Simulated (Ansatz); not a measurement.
**doublet PH+ at 6 levels**

Wanted: a comparison of 6 runs (UB3LYP/3-21G, UBHLYP/3-21G, U-r2SCAN0/cc-pVDZ, U-revPBE/cc-pVDZ, U-wB97M-V/cc-pVDZ, UCCSDT(Q)/3-21G) of doublet PH+. 

The calculation is run with Ansatz 0.2.0.

57 further runs of the same task are left out: 57 set aside as unsound or not needed.

**1. The system as given**

PH+ has 2 atoms, charge +1, and is taken as a doublet. SMILES of the parent species: `[PH]`. The shape is that of a GFN2-xTB optimisation. That shape belongs to the parent species and isn't relaxed for this state.

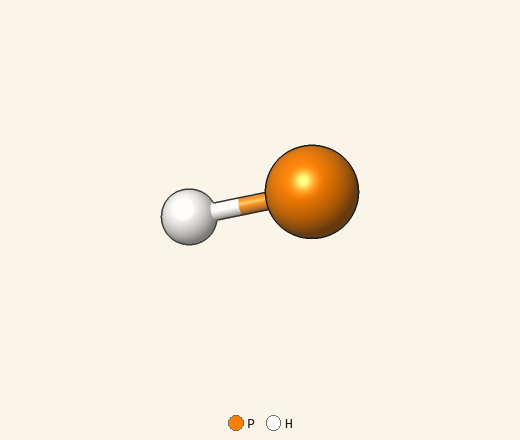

The structure, seen from a chosen angle (phosphorus orange, hydrogen white).

**2. A single-point energy at UB3LYP/3-21G (run 1)**

Contents of job.yaml:

```yaml
crystal:
  periodic: [false, false, false]
  atoms:
    - symbol: P
      position_ang: [0.000000, 0.000000, 0.000000]
    - symbol: H
      position_ang: [0.000000, 0.000000, 1.399070]
basis:
  gaussian: {orbitals: 3-21G.json}
total_charge: 1
magnetization: {spin_polarized: true, initial_magnetization: 1}
hamiltonian: {xc: {name: B3LYP}}
accuracy: high
```

The basis set 3-21G is read from a file made from the Basis Set Exchange's data (not shown).

Run with:

```
$ ansatz run job.yaml --threads 1 --pin off --max-ram 2610MiB --events-out events.jsonl --progress --plain --runs-dir runs
```

The program printed:

```text
Warning: RAYON_NUM_THREADS=1 ignored (pool sized by the plan → 1); use --threads N
Functional definition: B3LYP
  name "B3LYP"
  parameter a0 = 0.2
  parameter ax = 0.72
  parameter ac = 0.81
  exchange = (1 - a0 - ax)*slater_x + ax*b88_x + a0*exact_x
  correlation = (1 - ac)*vwn_rpa_c + ac*lyp_c
276 factors; integrals over basis functions are off by at most 3.1e-9 eV
mean field evaluation 1: about -9245.5629 eV, gradient 5.1e0 eV
mean field evaluation 2: about -9245.7196 eV, gradient 1.8e0 eV
mean field evaluation 4: about -9245.7378 eV, gradient 6.9e-2 eV
mean field evaluation 8: about -9245.7299 eV, gradient 2.2e-4 eV
mean field evaluation 16: about -9245.5469 eV, gradient 1.3e0 eV
mean field -9245.72990341 eV, -339.7743069696 hartree, gradient 8.7e-8 eV, S^2 0.750746; 1 other end points of the search recorded, 0 dependent functions left out
reference -9245.72992639 eV, -339.7743078141 hartree; 8, 7 occupied and 7, 8 virtual orbitals, 276 factors
Total energy: -9245.72992639 eV, -339.7743078141 hartree
```

Wall time 0.7 s (1 thread of Arm Neoverse V1, shared host).

**3. A single-point energy at UBHLYP/3-21G (run 2)**

Contents of job.yaml:

```yaml
crystal:
  periodic: [false, false, false]
  atoms:
    - {symbol: P, position_ang: [0.000000, 0.000000, 0.000000]}
    - {symbol: H, position_ang: [0.000000, 0.000000, 1.399070]}
basis:
  gaussian:
    orbitals: 3-21G.json
total_charge: 1
magnetization:
  spin_polarized: true
  initial_magnetization: 1
hamiltonian:
  xc: {name: BHLYP}
accuracy: high
```

The basis set 3-21G is read from a file made from the Basis Set Exchange's data (not shown).

Run with:

```
$ ansatz run job.yaml --threads 1 --pin off --max-ram 2610MiB --events-out events.jsonl --progress --plain --runs-dir runs
```

The program printed:

```text
Warning: RAYON_NUM_THREADS=1 ignored (pool sized by the plan → 1); use --threads N
Functional definition: BHLYP
  name "BHLYP"
  parameter a = 0.5
  exchange = (1 - a)*b88_x + a*exact_x
  correlation = lyp_c
276 factors; integrals over basis functions are off by at most 3.1e-9 eV
mean field evaluation 1: about -9245.4174 eV, gradient 3.3e0 eV
mean field evaluation 2: about -9245.4684 eV, gradient 6.9e-1 eV
mean field evaluation 4: about -9245.4674 eV, gradient 1.7e-1 eV
mean field evaluation 8: about -9245.4679 eV, gradient 4.5e-3 eV
mean field evaluation 16: about -9245.4679 eV, gradient 2.7e-8 eV
mean field -9245.46789200 eV, -339.7646782277 hartree, gradient 2.7e-8 eV, S^2 0.751010; 1 other end points of the search recorded, 0 dependent functions left out
reference -9245.46790771 eV, -339.7646788050 hartree; 8, 7 occupied and 7, 8 virtual orbitals, 276 factors
Total energy: -9245.46790771 eV, -339.7646788050 hartree
```

It took 0.7 s on 1 thread of Arm Neoverse V1, shared host.

Runs 3 to 5 aren't shown in full; the table further down has their settings and results.

**4. A single-point energy at UCCSDT(Q)/3-21G (run 6)**

Contents of in.yaml:

```yaml
crystal:
  periodic: [false, false, false]
  atoms:
    - symbol: P
      position_ang: [0.000000, 0.000000, 0.000000]
    - symbol: H
      position_ang: [0.000000, 0.000000, 1.399070]
basis:
  gaussian:
    orbitals: 3-21G.json
total_charge: 1
magnetization:
  spin_polarized: true
  initial_magnetization: 1
correlation:
  method: ccsdt_q
  frozen_orbitals: {H: 0, P: 5}
accuracy: high
scf:
  omitted_lower_state_checks: [cluster_reference, increment]
```

The basis set 3-21G is read from a file made from the Basis Set Exchange's data (not shown).

Run with:

```
$ ansatz run in.yaml --threads 1 --pin off --max-ram 2610MiB --events-out events.jsonl --progress --plain --runs-dir runs
```

The program printed, shortened:

```text
Warning: RAYON_NUM_THREADS=1 ignored (pool sized by the plan → 1); use --threads N
Functional definition: HF
  name "HF"
[...]
276 factors; integrals over basis functions are off by at most 3.1e-9 eV
[...]
mean field -9229.81692503 eV, -339.1895158002 hartree, gradient 8.8e-9 eV, S^2 0.752787; 4 other end points of the search recorded, 0 dependent functions left out
5 core orbitals not correlated: weight in the atoms' cores, before any rotation towards them, 1.000 or more for the frozen orbitals, at most 0.000 for the correlated occupied ones
reference -9229.81692503 eV, -339.1895158002 hartree; 3, 2 occupied and 7, 8 virtual orbitals, 276 factors
second order -0.87373151 eV of doubles, -0.00000000 eV of singles
cycle   1  -1.12993604 eV  change   -2.6e-1 eV  update   4.7e-2
[...]
cycle  22  -1.29626454 eV  change  -2.2e-10 eV  update  4.1e-10
perturbative correction -0.00051871 eV, -0.0000190623 hartree
Total energy: -9231.11370828 eV, -339.2371717056 hartree
Checks for a lower state left out: cluster_reference, increment
```

Run time: 1.2 s. Hardware: 1 thread of Arm Neoverse V1, shared host.

**5. The series**

| run | level | frozen core orbitals | energy (Eh) | ⟨S²⟩ | wall time |
| --- | --- | --- | --- | --- | --- |
| 1 | UB3LYP/3-21G | – | -339.774308 | 0.751 | 0.7 s |
| 2 | UBHLYP/3-21G | – | -339.764679 | 0.751 | 0.7 s |
| 3 | U-r2SCAN0/cc-pVDZ | – | -341.465515 | 0.757 | 2.9 s |
| 4 | U-revPBE/cc-pVDZ | – | -341.438751 | 0.754 | 1.4 s |
| 5 | U-wB97M-V/cc-pVDZ | – | -341.481414 | 0.752 | 7.8 s |
| 6 | UCCSDT(Q)/3-21G | 5 | -339.237172 | 0.753 | 1.2 s |

**6. Outcome**

| quantity | value |
| --- | --- |
| run 6: total energy | -339.23717 Eh |
| run 6: correlation energy (5 core orbitals frozen) | -47.7 mEh |
| run 6: ⟨S²⟩ of the reference determinant | 0.753 |
| run 6: T1 diagnostic | 0.007 |

In words: Totals of different functionals can't be ranked against each other. All runs together took 15 s, the longest 7.8 s.
